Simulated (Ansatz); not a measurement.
**C2H9NSeSi (SMILES CC(N)[Se][SiH3]): density, localisation and related maps**

```yaml
atoms:
  - { symbol: C, position_ang: [-1.5039, 0.1440, 0.1059] }
  - { symbol: C, position_ang: [-0.3246, -0.7768, 0.3230] }
  - { symbol: N, position_ang: [-0.6177, -1.7896, 1.2685] }
  - { symbol: Se, position_ang: [1.3234, 0.3018, 0.8913] }
  - { symbol: Si, position_ang: [1.7401, 1.3425, -1.0813] }
  - { symbol: H, position_ang: [-1.2926, 0.9026, -0.6608] }
  - { symbol: H, position_ang: [-1.7633, 0.6734, 1.0361] }
  - { symbol: H, position_ang: [-2.3750, -0.4501, -0.2138] }
  - { symbol: H, position_ang: [-0.0105, -1.2428, -0.6228] }
  - { symbol: H, position_ang: [0.1571, -2.4318, 1.4104] }
  - { symbol: H, position_ang: [-0.8943, -1.4087, 2.1710] }
  - { symbol: H, position_ang: [1.5829, 0.3645, -2.2048] }
  - { symbol: H, position_ang: [0.8214, 2.4933, -1.3492] }
  - { symbol: H, position_ang: [3.1439, 1.8482, -1.0445] }
```

All numbers below come from RKS PBE0-D4/def2-SVP (Ansatz).

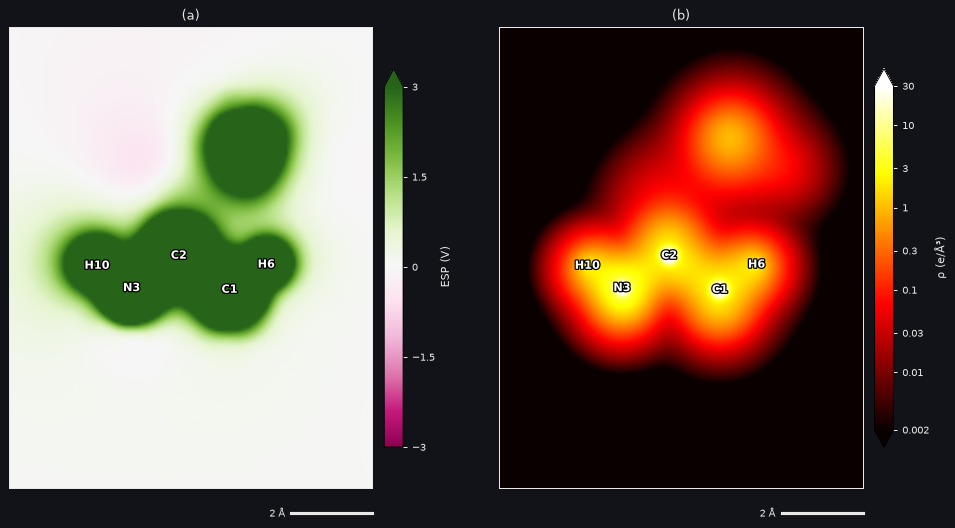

Figure 1. (a) molecular electrostatic potential; (b) electron density on the plane of atoms C2, N3 and H10.

> What do the fields say about this system?

Atoms in the plane: C, N and H. C–N (1.42 Å): ρ is about 2.1 e/Å³ halfway. C–C (1.51 Å): the density is about 1.7 e/Å³ at the midpoint. N–H (1.02 Å): ρ is about 2.8 e/Å³ halfway. C–H (1.10 Å): ρ at the midpoint is about 1.9 e/Å³. Outside the dense part of the molecule the potential is most negative (−0.5 V) near Se4, which lies off the plane.

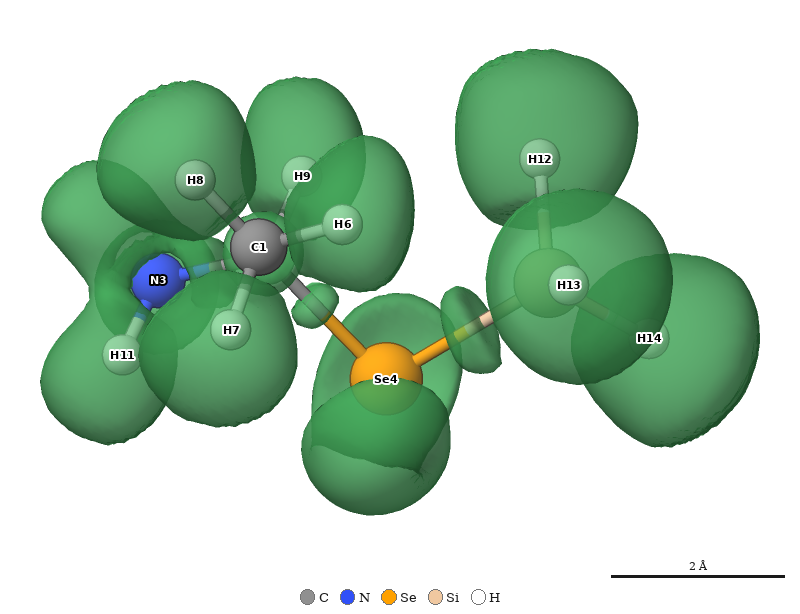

Figure 2. Isosurface of the electron localisation function at 0.8 (green), seen from one side. Core shells and regions of very low density are left out.

> Where are the electrons localised?

The surface consists of one region between bonded C–C atoms (shared pairs), one region between bonded C–Se atoms (shared pairs), one region between bonded Se–Si atoms (shared pairs), seven regions around hydrogen nuclei, one region wrapped around Se (its valence shell) and one joined region spread over several atoms (H, N), in which their bonds and any lone pairs are merged. Along the contacts the grid gives the following. C–N (1.42 Å): the ELF peaks at about 0.95 between the atoms: a shared electron pair. C–C (1.51 Å): the ELF peaks at about 0.95 between the atoms (a covalent bond).

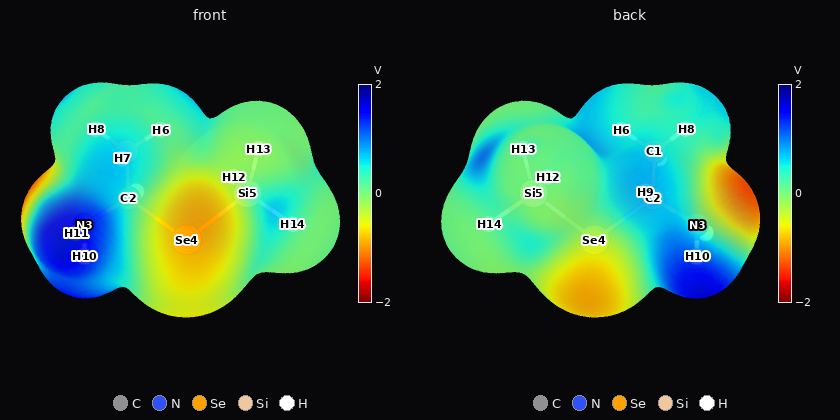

Figure 3. The molecular electrostatic potential painted on the density surface at 0.002 e/bohr³, seen from the front and from behind; red is negative and blue positive.

> Which sites attract a positive test charge, and which a negative one?

A positive charge is drawn to the negative regions and a negative charge to the positive ones. The most negative region (about −1.3 V) lies over N3, the most positive (about +1.7 V) over H10 and H11. N3 is the likeliest acceptor of a hydrogen bond.
